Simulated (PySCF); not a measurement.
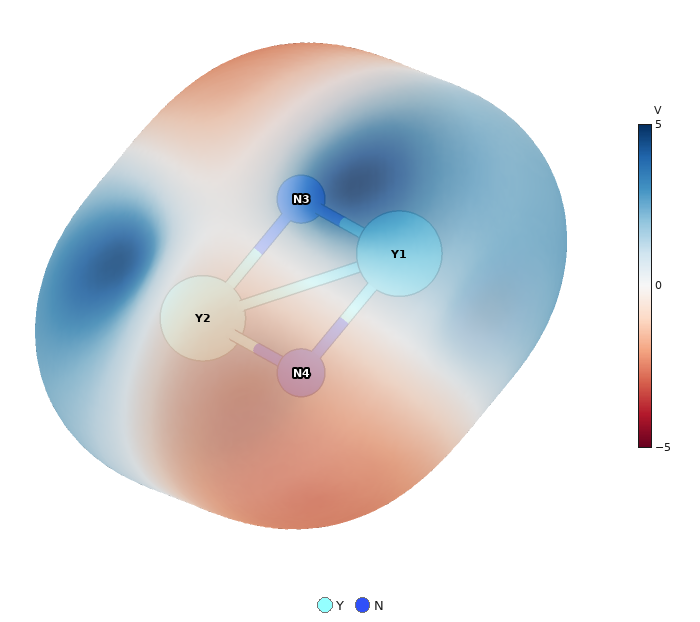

*N₂Y₂ (Y2(N)2). The electrostatic potential painted on the density surface at 0.001 e/bohr³, seen at a tilt; red is negative and blue positive.*

Core potentials replace the inner electrons of Y.

The calculation used PySCF, RKS BP86, Y def2-SVP with ECP28, N def2-SVP; non-relativistic Hamiltonian with scalar-relativistic core potentials where named; density fitting.

```csv
atom,x (Å),y (Å),z (Å)
Y,0.0000,0.0000,1.4991
Y,0.0000,0.0000,-1.4991
N,1.3745,0.0000,0.0000
N,-1.3745,0.0000,0.0000
```

**Where is the surface potential most negative and most positive?**

The most negative region (about −2.5 V) lies over N3 and N4, the most positive (about +4.6 V) over Y1 and Y2.
